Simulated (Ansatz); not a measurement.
A series of calculations on BHSOClF

Part 1: Relaxation

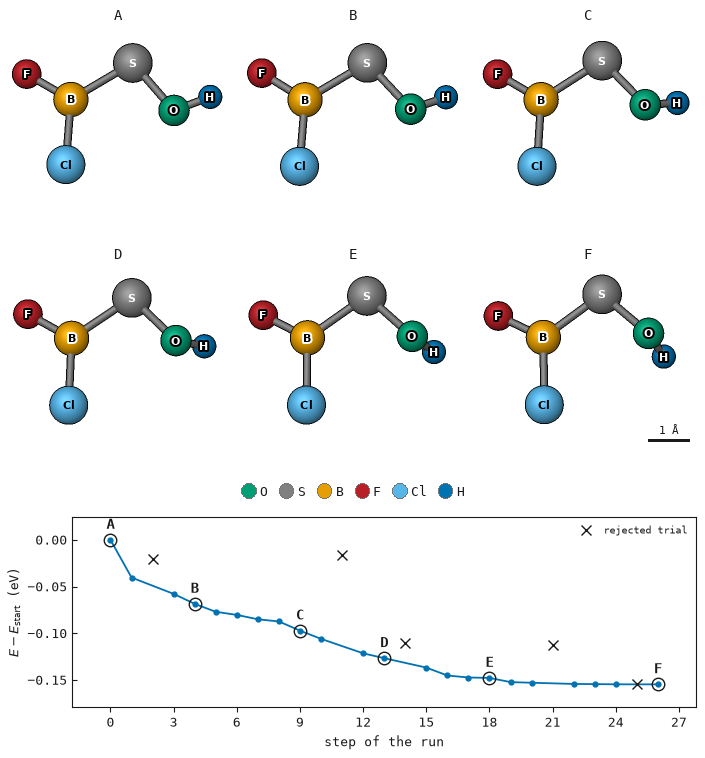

Frames of a relaxation of BHSOClF, marked on the history of the run. A ball-and-stick model, seen at a tilt.

The run prepares an end point of a later path (torsion) calculation, from a guessed geometry.

The calculation used Ansatz, RKS PBE-D4/def2-SVP. Set-up: no spin polarisation; force threshold 0.015 eV/Å; at most 40 steps.

Q: What happens along the run?

A: The atom that moves furthest after the best rigid fit is the H atom (0.74 Å). Largest moves by element: H 0.74 Å, O 0.52 Å, S 0.23 Å, Cl 0.21 Å, F 0.13 Å, B 0.07 Å. Among the contacts that change: B–Cl 1.714 → 1.757 Å, O–S 1.673 → 1.698 Å, B–S 1.790 → 1.811 Å, H–O 0.964 → 0.980 Å. Bond angles that change, for instance: O–S–B 98.9° → 102.9°. Groups turn about O–S by about 95°. Over 21 accepted moves (26 points after the start) the energy falls by 0.155 eV. Largest force component: 0.94 eV/Å at the start, 0.0027 eV/Å at the end. The line search rejected the trial steps at points 2, 11, 14, 21, 25 of the run. The forces were under the threshold at step 24, but the run went on from there. From step 0 to 4: the O atom moves most (0.15 Å), energy −0.069 eV. From step 4 to 9: the H atom moves most (0.20 Å), energy −0.029 eV. From step 9 to 13: the H atom moves most (0.15 Å), energy −0.029 eV. From step 13 to 18: the H atom moves most (0.19 Å), energy −0.021 eV. From step 18 to 26: the H atom moves most (0.17 Å), energy −0.007 eV.

```json
{"step": "0", "E − E(0), eV": "0.0000", "largest force component, eV/Å": "0.9440", "note": ""}
{"step": "1", "E − E(0), eV": "-0.0403", "largest force component, eV/Å": "0.5074", "note": ""}
{"step": "2", "E − E(0), eV": "-0.0205", "largest force component, eV/Å": "0.5352", "note": "rejected"}
{"step": "3", "E − E(0), eV": "-0.0578", "largest force component, eV/Å": "0.2442", "note": ""}
{"step": "4", "E − E(0), eV": "-0.0685", "largest force component, eV/Å": "0.1530", "note": ""}
{"step": "5", "E − E(0), eV": "-0.0770", "largest force component, eV/Å": "0.1206", "note": ""}
{"step": "6", "E − E(0), eV": "-0.0803", "largest force component, eV/Å": "0.2555", "note": ""}
{"step": "7", "E − E(0), eV": "-0.0850", "largest force component, eV/Å": "0.2607", "note": ""}
{"step": "8", "E − E(0), eV": "-0.0874", "largest force component, eV/Å": "0.6271", "note": ""}
{"step": "9", "E − E(0), eV": "-0.0972", "largest force component, eV/Å": "0.4390", "note": ""}
{"step": "10", "E − E(0), eV": "-0.1060", "largest force component, eV/Å": "0.3801", "note": ""}
{"step": "11", "E − E(0), eV": "-0.0167", "largest force component, eV/Å": "2.2408", "note": "rejected"}
{"step": "12", "E − E(0), eV": "-0.1214", "largest force component, eV/Å": "0.1110", "note": ""}
{"step": "13", "E − E(0), eV": "-0.1266", "largest force component, eV/Å": "0.2006", "note": ""}
{"step": "14", "E − E(0), eV": "-0.1103", "largest force component, eV/Å": "1.3417", "note": "rejected"}
{"step": "15", "E − E(0), eV": "-0.1367", "largest force component, eV/Å": "0.1663", "note": ""}
{"step": "16", "E − E(0), eV": "-0.1452", "largest force component, eV/Å": "0.1310", "note": ""}
{"step": "17", "E − E(0), eV": "-0.1473", "largest force component, eV/Å": "0.0890", "note": ""}
{"step": "18", "E − E(0), eV": "-0.1478", "largest force component, eV/Å": "0.1095", "note": ""}
{"step": "19", "E − E(0), eV": "-0.1522", "largest force component, eV/Å": "0.1356", "note": ""}
{"step": "20", "E − E(0), eV": "-0.1529", "largest force component, eV/Å": "0.1387", "note": ""}
{"step": "21", "E − E(0), eV": "-0.1121", "largest force component, eV/Å": "1.7380", "note": "rejected"}
{"step": "22", "E − E(0), eV": "-0.1542", "largest force component, eV/Å": "0.0697", "note": ""}
{"step": "23", "E − E(0), eV": "-0.1544", "largest force component, eV/Å": "0.0366", "note": ""}
{"step": "24", "E − E(0), eV": "-0.1546", "largest force component, eV/Å": "0.0150", "note": ""}
{"step": "25", "E − E(0), eV": "-0.1541", "largest force component, eV/Å": "0.0795", "note": "rejected"}
{"step": "26", "E − E(0), eV": "-0.1547", "largest force component, eV/Å": "0.0027", "note": ""}
```

Part 2: Relaxation

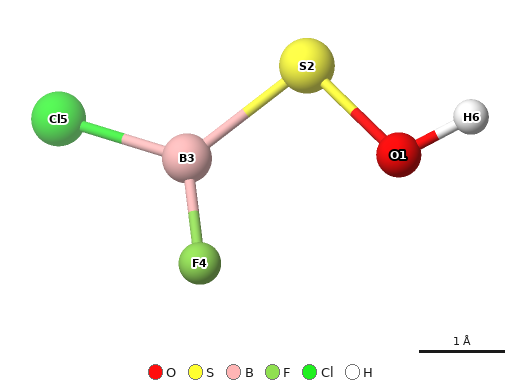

This is the input geometry for a relaxation of BHSOClF. Style: ball-and-stick. Shown at a tilt.

The run prepares an end point of a later path (torsion) calculation, from a guessed geometry.

All numbers below come from RKS PBE-D4/def2-SVP in Ansatz.

Input file:
```yaml
crystal:
  periodic: [false, false, false]
  atoms:
    - { symbol: O, position_ang: [-1.35174, -0.26849, -0.73473] }
    - { symbol: S, position_ang: [-0.31359, -0.99124, 0.35981] }
    - { symbol: B, position_ang: [0.92208, 0.30039, 0.46224] }
    - { symbol: F, position_ang: [0.73278, 1.38288, -0.28361] }
    - { symbol: Cl, position_ang: [2.31457, 0.20798, 1.4571] }
    - { symbol: H, position_ang: [-2.04943, -0.90051, -0.94115] }
basis:
  gaussian: { orbitals: def2-SVP }
hamiltonian:
  xc: pbe
  dispersion: d4
relax:
  f_tol: 0.015
  max_steps: 40
```

Run as
```bash
ansatz run input.yaml --threads 1 --pin off --max-ram 2048MiB --backend cpu --events-out ev --progress --plain --runs-dir out
```

What does the optimiser find from here?

The energy falls by 4.65 kcal/mol in 14 accepted moves (18 points after the start). The largest force component goes from 1 to 0.0065 eV/Å. The line search rejected the trial steps at points 2, 8, 13, 17 of the run. H6 moves most after the best rigid fit: 0.66 Å. Largest moves by element: H 0.66 Å, O 0.51 Å, S 0.24 Å, Cl 0.15 Å, F 0.11 Å, B 0.10 Å. Among the contacts that change: B3–Cl5 1.714 → 1.765 Å, O1–S2 1.673 → 1.706 Å, O1–H6 0.964 → 0.979 Å, S2–B3 1.790 → 1.804 Å. Bond angles that change, for instance: S2–B3–Cl5 123.7° → 116.5°, S2–B3–F4 117.2° → 122.8°, O1–S2–B3 98.9° → 102.3°. Groups turn about O1–S2 by about 85°. Cost: 50 s on 1 thread of Intel(R) Xeon(R) Platinum 8259CL CPU @ 2.50GHz (Skylake/Cascade Lake), with other jobs on the host, peak memory 0.19 GiB.

Final geometry:

```xyz
6

O    -1.6834   -0.3890   -0.3625
S    -0.3947   -0.9821    0.5844
B     0.8424    0.3193    0.4100
F     0.6734    1.3716   -0.3802
Cl    2.3301    0.1225    1.3395
H    -1.5131   -0.7114   -1.2715
```

The end point in the same view:

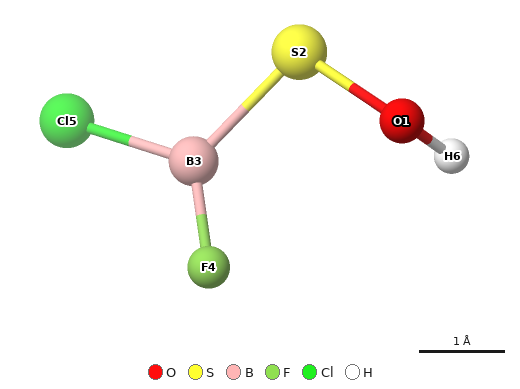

Part 3: Path

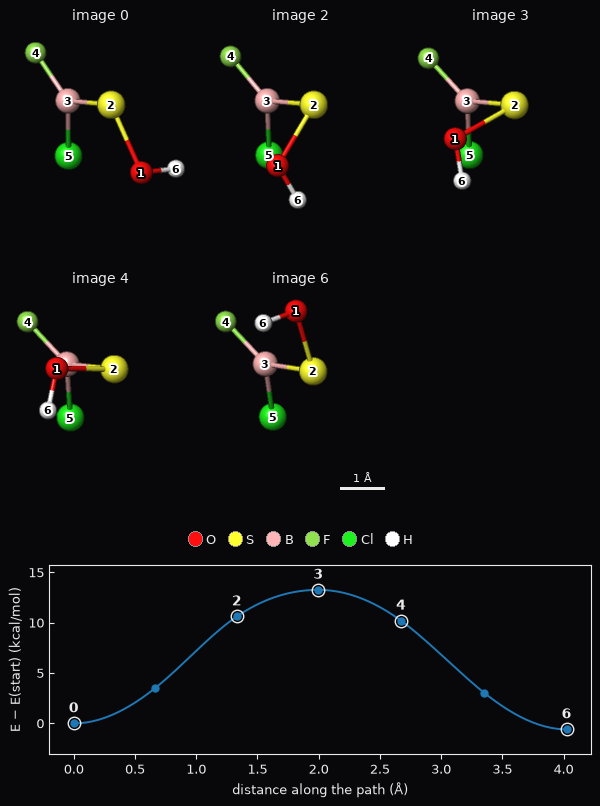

A nudged-elastic-band calculation for BHSOClF. Images are numbered from 0 (start) to 6 (end). The picture is a ball-and-stick view, seen from a free direction.

Method: RKS PBE-D4/def2-SVP (Ansatz 0.2.0). Settings: 5 movable images; climbing image; force threshold 0.03 eV/Å; iteration limit 60; starting path by image-dependent pair potential.

Q: What happens along the path, and what is the barrier?

A: Forward barrier 13.3 kcal/mol, backward barrier 13.9 kcal/mol, with image 3 at the top; the reaction energy is −0.6 kcal/mol. The motion is a rotation about the S2–B3 bond by about 180°. No bond forms or breaks between the ends. Bond angles that change up to the highest image, for instance: O1–S2–B3 102.9° → 86.5°, S2–B3–F4 116.8° → 120.4°. The band converged in 12 iterations. The largest component of the band force went from 1.7 to 0.017 eV/Å. The climbing image converged on the top of the path. Its vibrational analysis gives one imaginary mode (92i cm⁻¹), as a transition state must have.

Cost: 2 min on 1 thread of Intel(R) Xeon(R) Platinum 8259CL CPU @ 2.50GHz (Skylake/Cascade Lake) (shared host), peak memory 0.14 GiB.
